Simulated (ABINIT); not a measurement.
# A GW chain in ABINIT: NaF (Villiaumite), part 3 of 3

How does a plane-wave GW calculation on NaF (Villiaumite) run from the first input to the gap?

ABINIT 10.8.3; PBEsol and many-body steps on it, plane waves. Known limits of the many-body steps: not at the basis limit; coarse k mesh.

So far. Step 4 (Empty states on the mesh, 4×4×4 mesh, 30 bands): On this mesh the gap is 6.181 eV. Step 5 (Screening, 4×4×4 mesh, 26 bands, screening to 108.8 eV): Local fields lower ε∞ by 4 %. On a Γ-centred mesh this coarse the value itself is usually too large, while a short band sum pulls it down.

### Step 6. Self-energy, 4×4×4 mesh, 26 bands, screening to 108.8 eV

The self-energy is evaluated for the states that the input lists, and the levels follow from it, in one-shot runs by the linearised quasiparticle equation.

This step: G0W0 on PBEsol, plane waves, norm-conserving pseudopotentials.

File run.abi:

```
acell 3*1.0 Angstrom
rprim 
  -0.000000000000 2.320000000000 2.320000000000
  2.320000000000 -0.000000000000 2.320000000000
  2.320000000000 2.320000000000 -0.000000000000
ntypat 2
znucl 11 9
natom 2
typat 1 2
xred 
  0.000000000000 0.000000000000 0.000000000000
  0.500000000000 0.500000000000 0.500000000000
pp_dirpath "pseudos"
pseudos "Na.upf, F.upf"
ecut 38
ngkpt 4 4 4
nshiftk 1
shiftk 0 0 0
kptopt 1
chksymbreak 0
istwfk *1
occopt 1
irdwfk 1
optdriver 4
nband 26
gwcalctyp 0
ecutsigx 38
symsigma 1
nkptgw 1
kptgw 
  0.0000000000 0.0000000000 0.0000000000
bdgw 
  6 12
ecuteps 4
irdscr 1
ppmodel 1
indata_prefix "in"
outdata_prefix "out"
tmpdata_prefix "tmp"
```

Run with:

```console
> OMP_NUM_THREADS=1 mpirun -n 4 abinit run.abi > log
```

Numbers of over 12 decimals in the logs are rounded to 6 here.

The log of the run:

```text
.Version 10.8.3 of ABINIT. v10.8.2 released Aug 2026.

 Symmetries : space group Fm -3 m (#225); Bravais cF (face-center cubic)
[... echo of the input left out ...]
== DATASET  1 ==================================================================
-   mpi_nproc: 4, omp_nthreads: 1 (-1 if OMP is not activated)

--- !DatasetInfo
iteration_state: {dtset: 1, }
dimensions: {natom: 2, nkpt: 8, mband: 26, nsppol: 1, nspinor: 1, nspden: 1, mpw: 1917, }
cutoff_energies: {ecut:  38.0, pawecutdg:  -1.0, }
electrons: {nelect:   1.60000000E+01, charge:   0.00000000E+00, occopt:   1.00000000E+00, tsmear:   1.00000000E-02, }

 SIGMA: Calculation of the GW corrections

 Based on a program developped by R.W. Godby, V. Olevano, G. Onida, and L. Reining.
 Incorporated in ABINIT by V. Olevano, G.-M. Rignanese, and M. Torrent.
.Using double precision arithmetic ; gwpc =  8

[... cell and pseudopotentials left out ...]
--------------------------------------------------------------------------------

 ==== K-mesh for the wavefunctions ====
 Number of points in the irreducible wedge :     8
[... list of points left out ...]
 Together with 48 symmetry operations and time-reversal symmetry
 yields    64 points in the full Brillouin Zone.

 ==== Q-mesh for screening function ====
 Number of points in the irreducible wedge :     8
[... list of points left out ...]
 Together with 48 symmetry operations and time-reversal symmetry
 yields    64 points in the full Brillouin Zone.

 vcoul_init : cutoff-mode = AUXILIARY_FUNCTION
 q-points for optical limit:   1
     1)      0.000010    0.000020    0.000030
 setmesh: FFT mesh size selected  =    36x   36x   36
          total number of points  =        46656

 Number of electrons calculated from density =   16.0000; Expected =   16.0000
 average of density, n =  0.094936
 r_s =    1.3599
 omega_plasma =   29.7215 [eV]

 === KS Band Gaps ===
  >>>> For spin  1
   Minimum direct gap =   6.1803 [eV], located at k-point      :   0.0000  0.0000  0.0000
   Fundamental gap    =   6.1803 [eV], Top of valence bands at :   0.0000  0.0000  0.0000
                                       Bottom of conduction at :   0.0000  0.0000  0.0000
 SIGMA fundamental parameters:
 PLASMON POLE MODEL  1
 number of plane-waves for SigmaX                 1917
 number of plane-waves for SigmaC and W             59
 number of plane-waves for wavefunctions          1917
 number of bands                                    26
 number of independent spin polarizations            1
 number of spinorial components                      1
 number of k-points in IBZ                           8
 number of q-points in IBZ                           8
 number of symmetry operations                      48
 number of k-points in BZ                           64
 number of q-points in BZ                           64
 number of frequencies for dSigma/dE                 9
 frequency step for dSigma/dE [eV]                0.25
 number of omega for Sigma on real axis              0
 max omega for Sigma on real axis  [eV]           0.00
 zcut for avoiding poles [eV]                     0.10

 EPSILON^-1 parameters (SCR file):
 dimension of the eps^-1 matrix on file             59
 dimension of the eps^-1 matrix used                59
 number of plane-waves for wavefunctions          1917
 number of bands                                    26
 number of q-points in IBZ                           8
 number of frequencies                               2
 number of real frequencies                          1
 number of imag frequencies                          1

 matrix elements of self-energy operator (all in [eV])

 Perturbative Calculation

--- !SelfEnergy_ee
iteration_state: {dtset: 1, }
kpoint     : [   0.000,    0.000,    0.000, ]
spin       : 1
KS_gap     :    6.180
QP_gap     :   10.561
Delta_QP_KS:    4.380
data: !SigmaeeData |
     Band     E0 <VxcDFT>   SigX SigC(E0)      Z dSigC/dE  Sig(E)    E-E0       E
        6  -1.485 -22.214 -30.057   4.736   0.823  -0.216 -24.770  -2.556  -4.041
        7  -1.485 -22.214 -30.057   4.736   0.823  -0.216 -24.770  -2.556  -4.041
        8  -1.485 -22.214 -30.057   4.736   0.823  -0.216 -24.770  -2.556  -4.041
        9   4.696  -9.609  -5.258  -2.336   0.905  -0.105  -7.785   1.824   6.520
       10  17.416  -7.362  -2.141  -2.683   0.910  -0.099  -5.053   2.308  19.725
       11  17.416  -7.362  -2.141  -2.683   0.910  -0.099  -5.053   2.308  19.725
       12  17.416  -7.362  -2.141  -2.683   0.910  -0.099  -5.053   2.308  19.725

== END DATASET(S) ==============================================================
================================================================================

 -outvars: echo values of variables after computation  --------
           etotal      0.0000000000E+00
            nband          26
             nkpt           8
          spgroup         225
 [... the other variables as echoed above ...]

 Calculation completed.
```

The job ended after 2.3 s (4 MPI ranks of Arm Neoverse V1, shared host; peak memory 0.12 GiB; 8.8 s of CPU time).

This step gave:

| Property | Result |
| --- | --- |
| G0W0 gap on the points computed | 10.56 eV |
| starting gap on the mesh | 6.181 eV |
| k of the valence top | 0, 0, 0 |
| k of the conduction bottom | 0, 0, 0 |
| Z at the valence top | 0.823 |
| Z at the conduction bottom | 0.905 |
| least direct G0W0 gap on the computed points | 10.56 eV |

The gap on the mesh goes from 6.18 eV to 10.56 eV, a correction of +4.38 eV.

Limits: finite bands, cutoff and mesh; coarse k mesh. v1 is the top filled band, c1 the lowest empty one. The levels before and after the correction (eV, zero at the valence-band top of each column):

|  | conduction bottom | valence top |
| --- | --- | --- |
| Kohn-Sham | 6.18 | 0.00 |
| G0W0 | 10.56 | 0.00 |

|  | level | energy (eV) |
| --- | --- | --- |
| Kohn-Sham | Γ v3-v1 | 0.000 |
| Kohn-Sham | Γ c1 | 6.181 |
| Kohn-Sham | Γ c2-c4 | 18.901 |
| G0W0 | Γ v3-v1 | 0.000 |
| G0W0 | Γ c1 | 10.561 |
| G0W0 | Γ c2-c4 | 23.766 |

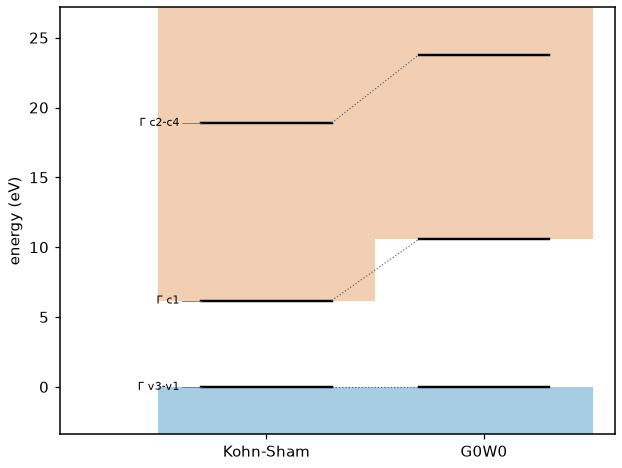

Levels before and after the correction. Shaded: valence and conduction bands.

### Step 7. Where the time went

Times are wall times on 4 MPI ranks of Arm Neoverse V1, shared host, good to a factor of about two.

| step | time | share | memory (GiB) |
| --- | --- | --- | --- |
| ground state | 8.2 s | 35 % | 0.27 |
| bands along the symmetry lines | 5.7 s | 24 % | 0.26 |
| empty states on the mesh | 3.4 s | 15 % | 0.24 |
| screening | 3.7 s | 16 % | 0.38 |
| self-energy | 2.3 s | 10 % | 0.12 |

### Step 8. What came out

```
PBEsol gap           : 6.18 eV, direct
G0W0 gap on the mesh : 10.56 eV
GW settings          : 4×4×4 mesh, 26 bands, screening to 108.8 eV, Godby-Needs plasmon pole
known limits         : not at the basis limit; coarse k mesh
```

In words: G0W0 moves the gap on the mesh from 6.18 eV to 10.56 eV (+4.38 eV), with Z of 0.82 and 0.91 at the edges. Local fields lower the RPA ε∞ on this mesh from 1.87 to 1.80; a Γ-centred mesh this coarse tends to raise both, most where the direct gap is narrow, while a short band sum lowers them. Only 1 of the mesh's irreducible points was corrected, so a valley elsewhere could overtake. Bands and cutoff are finite, so the gap is not at the basis limit. The miss can reach some tenths of an eV and take either sign; the mesh is an error of its own. In the G0W0 run levels were corrected at 1 k point alone, so a gap called «on the mesh» is the least over those, and an edge elsewhere would be missed. The 4×4×4 mesh is coarse for this cell, which bears on the long-range parts of exchange and screening.

[Paths, hosts, dates, memory and timing lines, banners, echoed tables and standing remarks are left out of the program output.]

[Logs are printed without paths, hosts, clocks, repeated set-up lines and the standing remarks that a program may print on its own settings, such as how far it seeks lower states.]

[Runs of the session that timed out or met a known fault of the program may be left out.]

[Hosts, paths, dates, database ids (printed as entryN), source tags and the programs' standing remarks are cut or masked in the printed files.]

[G0W0 gaps are taken among the corrected bands and points alone; a level outside them can change the order at an edge.]

[Where Ansatz stands beside ABINIT at settings called matched, ABINIT's density can come from a denser mesh and the files from another edition; pairs whose starting gaps differed by over 0.03 eV were left out, so agreement reads better than it is.]
